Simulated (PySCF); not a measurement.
AgO (doublet)

```tsv
atom	x (Å)	y (Å)	z (Å)
Ag	0.0000	0.0000	-0.2607
O	0.0000	0.0000	1.7423
```

Level of theory: PBE0/x2c-TZVPPall, spin-free X2C-1e, Gaussian nucleus, at a bond length of 2.003 Å in PySCF.

What can the converged electron density, electron localisation function and spin density tell about the bonding?

Answer. Ag–O (2.00 Å): the density is about 0.8 e/Å³ at the midpoint; the ELF peaks at about 0.85 in the valence shell of O, 0.6 Å from its nucleus, and drops to about 0.15 between the two atoms.
The unpaired spin (1 electron) lies mostly on O2 (about 1.0), in electrons by Hirshfeld's partition.

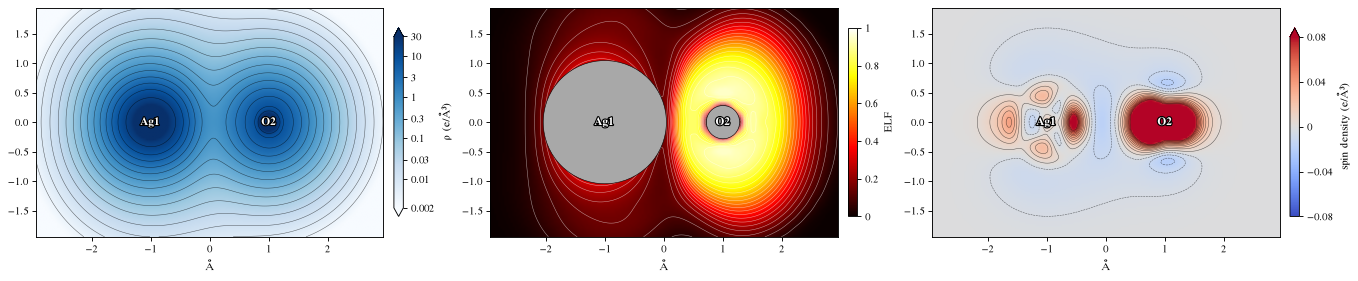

Computed electron density, electron localisation function and spin density on a plane that holds the molecular axis, in this order. Grey discs cover the atomic cores in the ELF map. 
